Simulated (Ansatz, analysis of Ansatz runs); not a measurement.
## A hop of S in CaLa2S4 (I-42d), charge 0

Aim: the barrier of one jump in CaLa2S4 (I-42d) at charge 0: V_S hop (3.3 Å). The model is a cell of 56 host atoms with 1 S taken out; S is the atom that moves.

Program: Ansatz 0.2.0. Level of theory: plane-wave PAW DFT, PBEsol; nudged elastic band between two relaxed defect structures. Results are calculated unless marked as measured.

### Step 1. The structure

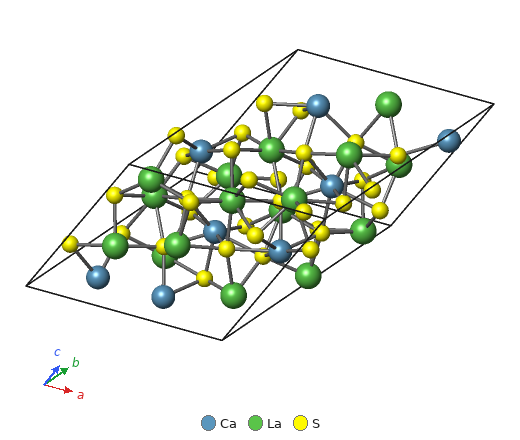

The starting structure, seen from a free direction (calcium blue, lanthanum green, sulfur yellow). Some periodic images of atoms are drawn too.

The cell holds 55 atoms: 8 Ca, 16 La and 31 S. Cell: a = 12.120 Å, b = 12.120 Å, c = 12.088 Å, α = 60.1°, β = 60.1°, γ = 59.8°. It derives from CaLa2S4 (space group I-42d). Nearest the centre at fractional (0.527, 0.600, 0.721): S34 at 1.63 Å, La15 at 2.44 Å, La22 at 2.48 Å, La18 at 2.64 Å, S46 at 3.57 Å, S26 at 3.60 Å, Ca3 at 3.64 Å, Ca8 at 3.64 Å.

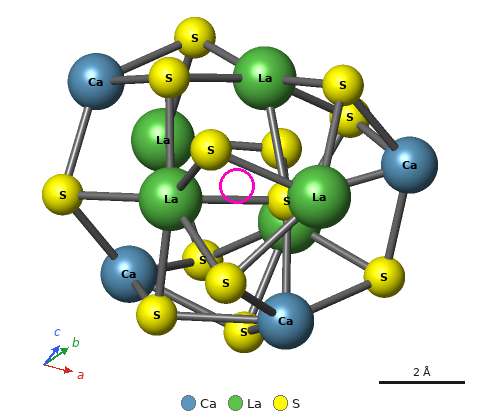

The atoms within 5 Å of the centre. A ring marks the middle of the ideal hop wherever no atom is near it.

The cell's shortest repeat is 12.1 Å.

### Step 2. Relaxation of the start point, charge 0

The ends come first: from an unrelaxed start the top is counted from too high an energy, and the barrier comes out too low. Small random displacements break the symmetry of the ideal sites, so that the defect can distort if it gains by it.

Contents of q0.start/input.yaml:

```yaml
crystal:
  lattice:
    - [0.0, 8.54729057, 8.59293812]
    - [8.54729057, 0.0, 8.59293812]
    - [8.54729057, 8.54729057, 0.0]
  atoms:
    - { symbol: Ca, position: [0.0, 0.0, 0.0] }
    - { symbol: Ca, position: [0.25, 0.25, 0.25] }
    - { symbol: Ca, position: [0.5, 0.5, 0.5] }
    - { symbol: Ca, position: [0.75, 0.75, 0.75] }
    - { symbol: Ca, position: [0.125, 0.625, 0.875] }
    - { symbol: Ca, position: [0.375, 0.875, 0.125] }
    - { symbol: Ca, position: [0.625, 0.125, 0.375] }
    - { symbol: Ca, position: [0.875, 0.375, 0.625] }
    - { symbol: La, position: [0.0022161, 0.6227839, 0.2477839] }
    - { symbol: La, position: [0.2522161, 0.8727839, 0.4977839] }
    - { symbol: La, position: [0.5022161, 0.1227839, 0.7477839] }
    - { symbol: La, position: [0.7522161, 0.3727839, 0.9977839] }
    - { symbol: La, position: [0.1272161, 0.2477839, 0.0022161] }
    - { symbol: La, position: [0.3772161, 0.4977839, 0.2522161] }
    - { symbol: La, position: [0.6272161, 0.7477839, 0.5022161] }
    - { symbol: La, position: [0.8772161, 0.9977839, 0.7522161] }
    - { symbol: La, position: [0.1227839, 0.5022161, 0.6272161] }
    - { symbol: La, position: [0.3727839, 0.7522161, 0.8772161] }
    - { symbol: La, position: [0.6227839, 0.0022161, 0.1272161] }
    - { symbol: La, position: [0.8727839, 0.2522161, 0.3772161] }
    - { symbol: La, position: [0.2477839, 0.1272161, 0.6227839] }
    - { symbol: La, position: [0.4977839, 0.3772161, 0.8727839] }
    - { symbol: La, position: [0.7477839, 0.6272161, 0.1227839] }
    - { symbol: La, position: [0.9977839, 0.8772161, 0.3727839] }
    - { symbol: S, position: [0.02424153, 0.27631706, 0.79831986] }
    - { symbol: S, position: [0.27424153, 0.52631706, 0.04831986] }
    - { symbol: S, position: [0.52424153, 0.77631706, 0.29831986] }
    - { symbol: S, position: [0.77424153, 0.02631706, 0.54831986] }
    - { symbol: S, position: [0.15131706, 0.39924153, 0.42331986] }
    - { symbol: S, position: [0.65131706, 0.89924153, 0.92331986] }
    - { symbol: S, position: [0.90131706, 0.14924153, 0.17331986] }
    - { symbol: S, position: [0.15112155, 0.04831986, 0.27424153] }
    - { symbol: S, position: [0.40112155, 0.29831986, 0.52424153] }
    - { symbol: S, position: [0.65112155, 0.54831986, 0.77424153] }
    - { symbol: S, position: [0.90112155, 0.79831986, 0.02424153] }
    - { symbol: S, position: [0.14924153, 0.90131706, 0.77612155] }
    - { symbol: S, position: [0.39924153, 0.15131706, 0.02612155] }
    - { symbol: S, position: [0.64924153, 0.40131706, 0.27612155] }
    - { symbol: S, position: [0.89924153, 0.65131706, 0.52612155] }
    - { symbol: S, position: [0.17331986, 0.77612155, 0.14924153] }
    - { symbol: S, position: [0.42331986, 0.02612155, 0.39924153] }
    - { symbol: S, position: [0.67331986, 0.27612155, 0.64924153] }
    - { symbol: S, position: [0.92331986, 0.52612155, 0.89924153] }
    - { symbol: S, position: [0.02612155, 0.42331986, 0.15131706] }
    - { symbol: S, position: [0.27612155, 0.67331986, 0.40131706] }
    - { symbol: S, position: [0.52612155, 0.92331986, 0.65131706] }
    - { symbol: S, position: [0.77612155, 0.17331986, 0.90131706] }
    - { symbol: S, position: [0.04831986, 0.15112155, 0.52631706] }
    - { symbol: S, position: [0.29831986, 0.40112155, 0.77631706] }
    - { symbol: S, position: [0.54831986, 0.65112155, 0.02631706] }
    - { symbol: S, position: [0.79831986, 0.90112155, 0.27631706] }
    - { symbol: S, position: [0.02631706, 0.77424153, 0.65112155] }
    - { symbol: S, position: [0.27631706, 0.02424153, 0.90112155] }
    - { symbol: S, position: [0.52631706, 0.27424153, 0.15112155] }
    - { symbol: S, position: [0.77631706, 0.52424153, 0.40112155] }
basis:
  ecutwfc: 420
  xc_grid: 2
hamiltonian:
  xc: pbesol
kpoints:
  mp_grid: { grid: [1, 1, 1], shift: [0.25, 0.25, 0.25] }
scf:
  occupations: { method: fixed }
  max_iter: 150
output:
  forces: true
relax:
  f_tol: 0.02
  max_steps: 70
  random_displacement: { amplitude: 0.03, seed: 6335 }
```

Command:

```sh
$ ansatz run input.yaml --threads 32 --pin off --max-ram 84787MiB --backend cuda --events-out ev --progress --plain --runs-dir out --max-vram 78GiB
```

Numbers of over 12 decimals in the logs are rounded to 6 here.

What it wrote:

```text
[... repeated set-up lines and file paths are left out, and long positions are rounded to six places ...]
The last accepted step is kept in <dir> (removed where the run ends without a failure and the disk answers)
Engine: ansatz 0.2.0, aarch64-unknown-linux-gnu
Pseudopotentials: kind: paw
Pseudopotential: Ca, paw, valence charge 10, recommended cutoff 420 eV (normal), Ca.paw.azcp
Pseudopotential: La, paw, valence charge 11, recommended cutoff 420 eV (normal), La.paw.azcp
Pseudopotential: S, paw, valence charge 6, recommended cutoff 420 eV (normal), S.paw.azcp
Functional definition: PBEsol
  exchange = pbesol_x
  correlation = pbesol_c
[...]
Crystal: 55 atoms, lattice volume = 1255.534 Å³
Basis set: ecut = 420 eV, 24517 PW (Γ), exchange–correlation on 180×180×162 points (8 copies of the dense FFT grid, shifted against one another)
Bands: 276, of which v1, the nominal top of the filled ones, is band 221 counted from 1 (220 counted from 0)
Symmetry: 1 space group operations
k-points: 1
Non-local potential: Ca, projectors of the file, l = 0: 3, l = 1: 2, l = 2: 2
Non-local potential: La, projectors of the file, l = 0: 3, l = 1: 2, l = 2: 2, l = 3: 3
Non-local potential: S, projectors of the file, l = 0: 2, l = 1: 2, l = 2: 2
PAW form: soft (Blöchl's): semilocal exchange-correlation on the pseudo side does not see the compensation charge
PAW frozen core: Ca, regenerated for the run's functional, and the local potential with it (the file was generated under x = pbe(κ = 0.804, μ = 0.219515), c = pbe(β = 0.066725))
PAW frozen core: La, regenerated for the run's functional, and the local potential with it (the file was generated under x = pbe(κ = 0.804, μ = 0.219515), c = pbe(β = 0.066725))
PAW frozen core: S, regenerated for the run's functional, and the local potential with it (the file was generated under x = pbe(κ = 0.804, μ = 0.219515), c = pbe(β = 0.066725))
PAW one-centre angular grid: Ca, 110 points (default); XC on 64 Gauss nodes
PAW one-centre angular grid: La, 590 points (default); XC on 64 Gauss nodes
PAW one-centre angular grid: S, 110 points (default); XC on 64 Gauss nodes
Initial density: superposition of atomic densities (neutral atoms: chi_scale 0, normalization atom), corrected by the library's trained network
Initial wavefunctions: pseudopotential atomic-orbital guess
[...]
Functional: x = pbesol(κ = 0.804, μ = 0.123457), c = pbesol(β = 0.046)
SCF iter   1: F=—  HF=-140482.902803 eV  |F-HF|=—  |Δ(HF+E_count)|=         —  Δρ=6.03e-3  dr2=1.15e0  ethr=1.77e-3  ⟨swp⟩=6.0  Hψ=897  notcnv=0  defer=51
preconditioner: auto → Resta (q_TF=auto, 2.293 Å⁻¹)  ε∞=4.7  [insulator: Δε(μ)=0.798 eV  Ē_g=10.152 eV  n_scr=258 (ndim 8)  ℏωp=19.5 eV  f_vac=0.000  ε∞_Penn≈4.7]
SCF iter   2: F=—  HF=-140482.700677 eV  |F-HF|=—  |Δ(HF+E_count)|=   2.02e-1  Δρ=2.74e-3  dr2=2.05e-1  ethr=2.59e-4  ⟨swp⟩=4.0  Hψ=396  notcnv=0  defer=53
[...]
SCF iter   7: F=-140482.652967 eV  HF=-140482.652967 eV  |F-HF|=4.74e-7  |Δ(HF+E_count)|=   2.94e-8  Δρ=6.74e-6  dr2=1.09e-6  ethr=2.26e-9  ⟨swp⟩=5.0  Hψ=934  notcnv=0
SCF 1 converged in 7 iterations: F = -140482.652967 eV  dr2 = 1.09e-6
  greatest PAW one-centre occupation: 0.995 electrons in one spin orbital (limit 2), on the Ca atom at site 4 (counted from 0), in its partial waves of l = 0
relax step   1: F+E_penalty+E_count = -140482.65296684 eV  Δ(F+E_penalty+E_count) = +0.000e0 eV  max|allowed force component| = 6.827e-1 eV/Å  Δτ_max = 0.0000 Å  (7 SCF iters, dr2 threshold 1.00e-5 eV, accepted)
[... the SCF cycles and remarks between the steps are left out from here to the last step ...]
relax step   2: F+E_penalty+E_count = -140482.78348668 eV  Δ(F+E_penalty+E_count) = -1.305e-1 eV  max|allowed force component| = 6.535e-1 eV/Å  Δτ_max = 0.1977 Å  (7 SCF iters, dr2 threshold 2.91e-5 eV, accepted)
relax step   3: F+E_penalty+E_count = -140482.96303891 eV  Δ(F+E_penalty+E_count) = -1.796e-1 eV  max|allowed force component| = 6.768e-2 eV/Å  Δτ_max = 0.0962 Å  (6 SCF iters, dr2 threshold 2.67e-5 eV, accepted)
relax step   4: F+E_penalty+E_count = -140482.96874479 eV  Δ(F+E_penalty+E_count) = -5.706e-3 eV  max|allowed force component| = 5.433e-2 eV/Å  Δτ_max = 0.0290 Å  (7 SCF iters, accepted)
[...]
SCF 5 converged in 6 iterations: F = -140482.970114 eV  dr2 = 2.93e-8
relax step   5: F+E_penalty+E_count = -140482.97011413 eV  Δ(F+E_penalty+E_count) = -1.369e-3 eV  max|allowed force component| = 1.160e-2 eV/Å  Δτ_max = 0.0108 Å  (6 SCF iters, accepted)
SCF converged after 6 iterations
[...]
max |Σ_I F_I| component: 2.31e-5 eV/Å
--- Relaxed structure (5 steps of the walk, 5 accepted, 0 SCFs on fresh bases) ---
  F+E_penalty+E_count = -140482.97011413 eV   max|allowed force component| = 1.160e-2 eV/Å
  atoms:
    - { symbol: Ca, position: [0.001753, -0.001031, -0.002058] }
    - { symbol: Ca, position: [0.249160, 0.249306, 0.251221] }
    - { symbol: Ca, position: [0.500468, 0.499237, 0.498665] }
    [... 4 atoms left out ...]
    - { symbol: Ca, position: [0.873894, 0.375077, 0.625602] }
    [... 6 atoms left out ...]
    - { symbol: La, position: [0.627284, 0.749907, 0.500739] }
    [... 2 atoms left out ...]
    - { symbol: La, position: [0.373117, 0.752848, 0.882278] }
    [... 3 atoms left out ...]
    - { symbol: La, position: [0.498153, 0.373289, 0.876340] }
    [... 3 atoms left out ...]
    - { symbol: S, position: [0.274873, 0.527683, 0.045629] }
    [... 7 atoms left out ...]
    - { symbol: S, position: [0.641804, 0.552479, 0.770309] }
    [... 7 atoms left out ...]
    - { symbol: S, position: [0.673639, 0.275742, 0.649754] }
    [... 3 atoms left out ...]
    - { symbol: S, position: [0.525799, 0.924293, 0.651761] }
    [... 8 atoms left out ...]
    - { symbol: S, position: [0.776029, 0.524630, 0.402025] }
```

Elapsed: 3.2 s, on 1 × NVIDIA GB200 with 32 threads of Arm Neoverse V2, shared host; peak memory 1.4 GiB.

Step by step:

| step | energy less that of the first step (eV) | largest force component (eV/Å) |
| --- | --- | --- |
| 1 | 0.0000 | 0.6827 |
| 2 | -0.1305 | 0.6535 |
| 3 | -0.3101 | 0.0677 |
| 4 | -0.3158 | 0.0543 |
| 5 | -0.3171 | 0.0116 |

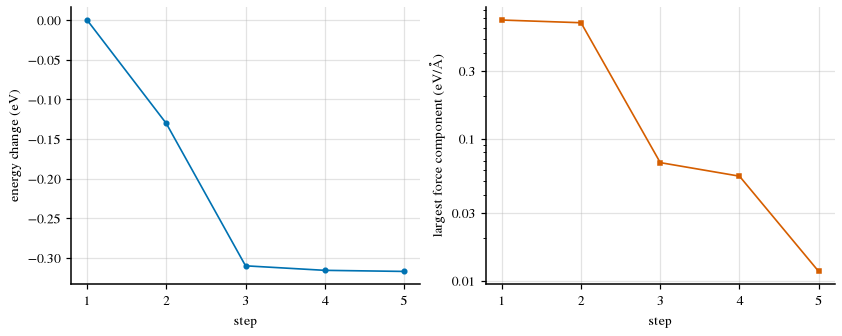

Energy and largest force along the relaxation.

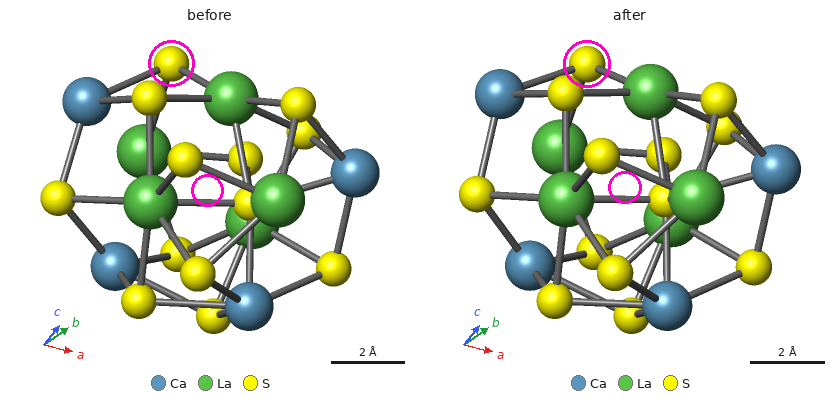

Before and after: the atoms that start within 5 Å of the centre. S36, which moves most, is ringed if it is among them. A ring with no atom in it marks the middle of the ideal hop.

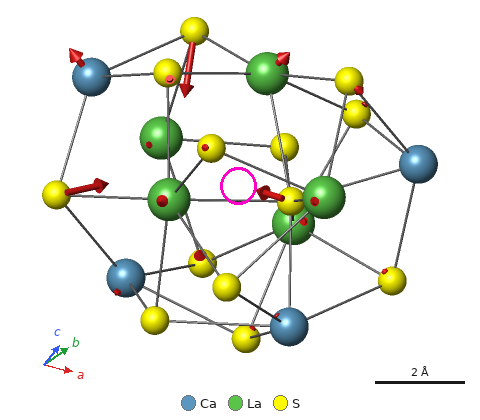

Displacements in the relaxation from the typed sites near the centre, exaggerated, the mean shift taken out; the longest in the cell stands for 0.18 Å. A ring marks the middle of the ideal hop wherever no atom is near it.

The atoms that moved most (Å, from the sites as typed, ahead of the random displacement, the mean shift of all atoms taken out):

| atom | dx | dy | dz | length |
| --- | --- | --- | --- | --- |
| S36 | -0.177 | 0.046 | -0.002 | 0.183 |
| S49 | 0.059 | -0.026 | 0.153 | 0.166 |
| S34 | 0.001 | -0.115 | -0.043 | 0.123 |
| Ca5 | 0.045 | -0.002 | -0.062 | 0.077 |
| La18 | 0.048 | 0.044 | 0.009 | 0.066 |
| S27 | 0.021 | 0.031 | -0.029 | 0.047 |
| La22 | -0.004 | 0.032 | -0.030 | 0.044 |
| La13 | -0.013 | -0.024 | 0.029 | 0.039 |

Neighbours of S34 at the end:

| atom | distance (Å) |
| --- | --- |
| La22 | 2.862 |
| Ca8 | 2.891 |
| La12 | 2.952 |
| La15 | 2.957 |
| La18 | 3.044 |
| Ca4 | 3.119 |
| S39 | 3.291 |
| S50 | 3.336 |

This step gave:

| Quantity | Value |
| --- | --- |
| free energy | -140482.9701 eV |
| r.m.s. move of the farther half of the atoms | 0.01577 Å |
| largest move from the ideal geometry of this structure, a common shift of the far atoms taken out | 0.1831 Å |

The relaxation gained 0.317 eV and ended with a largest force component of 0.012 eV/Å.

### Step 3. Relaxation of the end point, charge 0

The end point is relaxed in the same cell and settings, so that the two energies compare. Atoms more than 3.2 Å from the middle of the hop start where the first relaxation left them, the nearer ones on or close to their ideal places, with small random displacements.

Contents of q0.end/input.yaml:

```yaml
crystal:
  lattice:
    - [0.0, 8.54729057, 8.59293812]
    - [8.54729057, 0.0, 8.59293812]
    - [8.54729057, 8.54729057, 0.0]
  atoms:
    - { symbol: Ca, position: [0.00169177, -0.00100247, -0.0023036] }
    - { symbol: Ca, position: [0.24909861, 0.24933464, 0.25097546] }
    - { symbol: Ca, position: [0.50040672, 0.49926586, 0.49842016] }
[... 4 atom lines left out ...]
    - { symbol: Ca, position: [0.87383284, 0.37510567, 0.62535698] }
[... 6 atom lines left out ...]
    - { symbol: La, position: [0.6272161, 0.7477839, 0.5022161] }
[... 2 atom lines left out ...]
    - { symbol: La, position: [0.3727839, 0.7522161, 0.8772161] }
[... 3 atom lines left out ...]
    - { symbol: La, position: [0.4977839, 0.3772161, 0.8727839] }
[... 3 atom lines left out ...]
    - { symbol: S, position: [0.27481169, 0.52771142, 0.04538417] }
[... 7 atom lines left out ...]
    - { symbol: S, position: [0.403373, 0.65096, 0.668522] }
[... 1 atom line left out ...]
    - { symbol: S, position: [0.16206512, 0.88807283, 0.76855898] }
[... 5 atom lines left out ...]
    - { symbol: S, position: [0.6735773, 0.2757706, 0.649509] }
[... 3 atom lines left out ...]
    - { symbol: S, position: [0.52573752, 0.92432147, 0.65151609] }
[... 2 atom lines left out ...]
    - { symbol: S, position: [0.30221149, 0.41491541, 0.76933253] }
[... 5 atom lines left out ...]
    - { symbol: S, position: [0.77596743, 0.52465904, 0.40177975] }
basis:
  ecutwfc: 420
  xc_grid: 2
hamiltonian:
  xc: pbesol
kpoints:
  mp_grid: { grid: [1, 1, 1], shift: [0.25, 0.25, 0.25] }
scf:
  occupations: { method: fixed }
  max_iter: 150
output:
  forces: true
relax:
  f_tol: 0.02
  max_steps: 70
  random_displacement: { amplitude: 0.01, seed: 6335 }
```

What it wrote:

```text
[...]
Crystal: 55 atoms, lattice volume = 1255.534 Å³
Basis set: ecut = 420 eV, 24517 PW (Γ), exchange–correlation on 180×180×162 points (8 copies of the dense FFT grid, shifted against one another)
Bands: 276, of which v1, the nominal top of the filled ones, is band 221 counted from 1 (220 counted from 0)
Symmetry: 1 space group operations
k-points: 1
[...]
SCF iter   1: F=—  HF=-140482.864912 eV  |F-HF|=—  |Δ(HF+E_count)|=         —  Δρ=6.07e-3  dr2=1.19e0  ethr=1.77e-3  ⟨swp⟩=6.0  Hψ=898  notcnv=0  defer=51
[...]
SCF iter   2: F=—  HF=-140482.655783 eV  |F-HF|=—  |Δ(HF+E_count)|=   2.09e-1  Δρ=2.76e-3  dr2=2.08e-1  ethr=2.68e-4  ⟨swp⟩=3.0  Hψ=395  notcnv=0  defer=53
[...]
SCF iter   7: F=-140482.608143 eV  HF=-140482.608143 eV  |F-HF|=4.24e-7  |Δ(HF+E_count)|=   5.22e-7  Δρ=6.97e-6  dr2=1.09e-6  ethr=2.26e-9  ⟨swp⟩=5.0  Hψ=773  notcnv=0
[...]
max |Σ_I F_I| component: 2.01e-5 eV/Å
--- Relaxed structure (5 steps of the walk, 5 accepted, 0 SCFs on fresh bases) ---
  F+E_penalty+E_count = -140482.96414571 eV   max|allowed force component| = 8.808e-3 eV/Å
  atoms:
    - { symbol: Ca, position: [-0.001701, -1.1324500754048201e-5, 0.000448] }
    - { symbol: Ca, position: [0.248417, 0.249329, 0.251499] }
    - { symbol: Ca, position: [0.500886, 0.499958, 0.500031] }
    [... 4 atoms left out ...]
    - { symbol: Ca, position: [0.876502, 0.373534, 0.624151] }
    [... 6 atoms left out ...]
    - { symbol: La, position: [0.627662, 0.751963, 0.497264] }
    [... 2 atoms left out ...]
    - { symbol: La, position: [0.368472, 0.754942, 0.878018] }
    [... 3 atoms left out ...]
    - { symbol: La, position: [0.496589, 0.375127, 0.875063] }
    [... 3 atoms left out ...]
    - { symbol: S, position: [0.272929, 0.526051, 0.049084] }
    [... 7 atoms left out ...]
    - { symbol: S, position: [0.411561, 0.644581, 0.677125] }
    [... 7 atoms left out ...]
    - { symbol: S, position: [0.673080, 0.276789, 0.649335] }
    [... 3 atoms left out ...]
    - { symbol: S, position: [0.527083, 0.920568, 0.652578] }
    [... 8 atoms left out ...]
    - { symbol: S, position: [0.775962, 0.524273, 0.401332] }
[key lines of the parts left out:]
SCF converged after 6 iterations
```

The job ended after 3.1 s (1 × NVIDIA GB200 with 32 threads; peak memory 1.5 GiB; 12 s of CPU time).

Relaxation path:

| step | energy less that of the first step (eV) | largest force component (eV/Å) |
| --- | --- | --- |
| 1 | 0.0000 | 0.8322 |
| 2 | -0.2818 | 0.3634 |
| 3 | -0.3528 | 0.0520 |
| 4 | -0.3552 | 0.0265 |
| 5 | -0.3560 | 0.0088 |

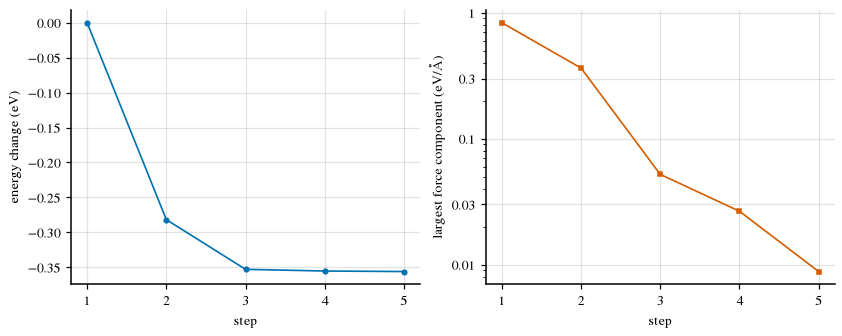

Energy and largest force along the relaxation.

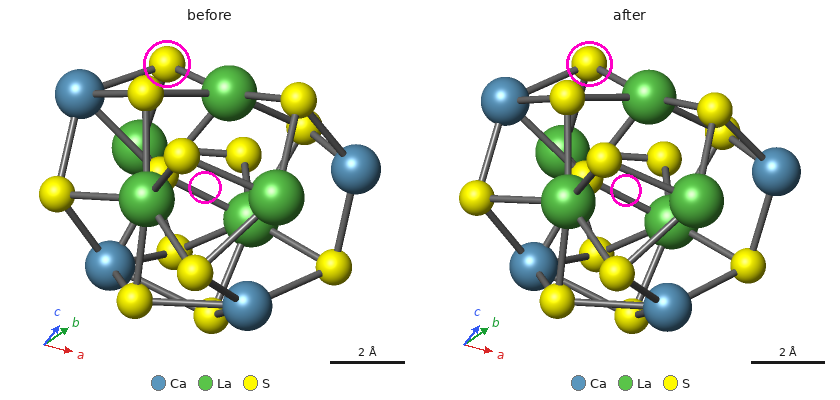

Before and after: the atoms that start within 5 Å of the centre. S36, which moves most, is ringed if it is among them. A ring with no atom in it marks the middle of the ideal hop.

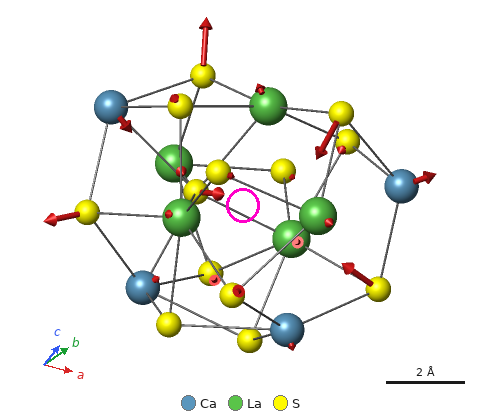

Displacements in the relaxation from the typed sites near the centre, exaggerated; the longest in the cell stands for 0.18 Å. A ring marks the middle of the ideal hop wherever no atom is near it.

The atoms that moved most (Å, from the sites as typed, ahead of the random displacement):

| atom | dx | dy | dz | length |
| --- | --- | --- | --- | --- |
| S36 | 0.167 | -0.064 | -0.004 | 0.179 |
| S50 | -0.150 | -0.073 | -0.004 | 0.167 |
| S39 | 0.050 | 0.020 | -0.147 | 0.156 |
| S49 | -0.053 | 0.024 | -0.141 | 0.152 |
| S34 | 0.019 | 0.143 | 0.016 | 0.145 |
| Ca4 | 0.046 | 0.002 | 0.078 | 0.090 |
| Ca5 | -0.043 | 0.007 | 0.061 | 0.075 |
| S47 | 0.018 | -0.043 | 0.043 | 0.063 |

Neighbours of S34 at the end:

| atom | distance (Å) |
| --- | --- |
| La15 | 2.865 |
| Ca3 | 2.890 |
| La10 | 2.946 |
| La22 | 2.955 |
| La18 | 3.038 |
| Ca5 | 3.135 |
| S49 | 3.294 |
| S36 | 3.344 |

Numbers from this step:

```
free energy                                                                                       : -140482.9641 eV
r.m.s. move of the farther half of the atoms                                                      : 0.01634 Å
largest move from the ideal geometry of this structure, a common shift of the far atoms taken out : 0.1708 Å
```

The relaxation gained 0.356 eV and ended with a largest force component of 0.0088 eV/Å. The end lies 0.006 eV above the start.

(Part 1 of 3 ends here.)

[Logs are printed without paths, hosts, clocks, repeated set-up lines and the standing remarks that a program may print on its own settings, such as how far it seeks lower states.]

[Hosts, paths, dates, database ids (printed as entryN), source tags and the programs' standing remarks are cut or masked in the printed files.]
